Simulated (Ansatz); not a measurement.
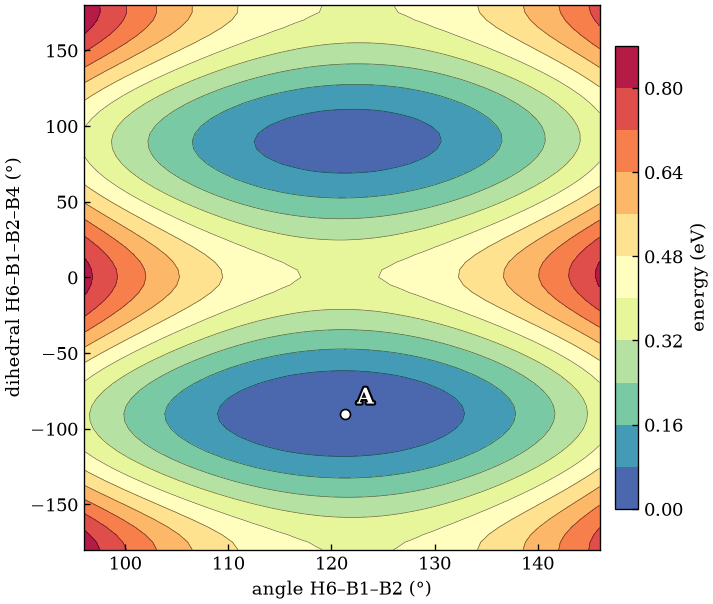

B3F2H3, SMILES BB(F)BF. First axis: angle H6–B1–B2. Second axis: dihedral H6–B1–B2–B4. Nothing is relaxed (all other coordinates rigid). The grid has 7 × 8 points. Points are written as (first, second). All energies are given in eV relative to the lowest grid point. Level of theory: RKS PBE0-D4/def2-SVP in Ansatz 0.2.0.

Drawn: filled contours, the point A. Between grid points the surface is interpolated.

Q: What is the easiest way out of the well at A, and how high is the barrier?

A: The easiest path leads from the well at (121.0°, −90°) to the well at (121.0°, 90°), about 0.034 eV higher. Its highest point lies about 0.39 eV above the bottom of the first well on the interpolated surface, at (121.0°, 0°). The start is the relaxed structure and all else is held, so a fully relaxed path at this level can only be lower.

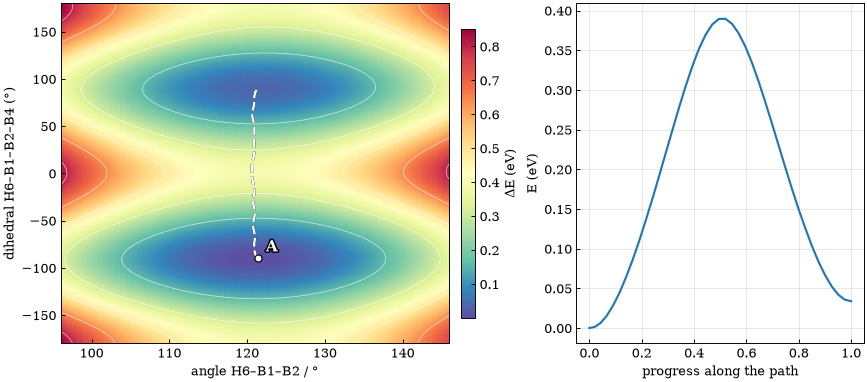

The picture shows a smooth colour map with a few white contour lines, a line along the lowest path, the energy along the path at the right. Between grid points the surface is interpolated.
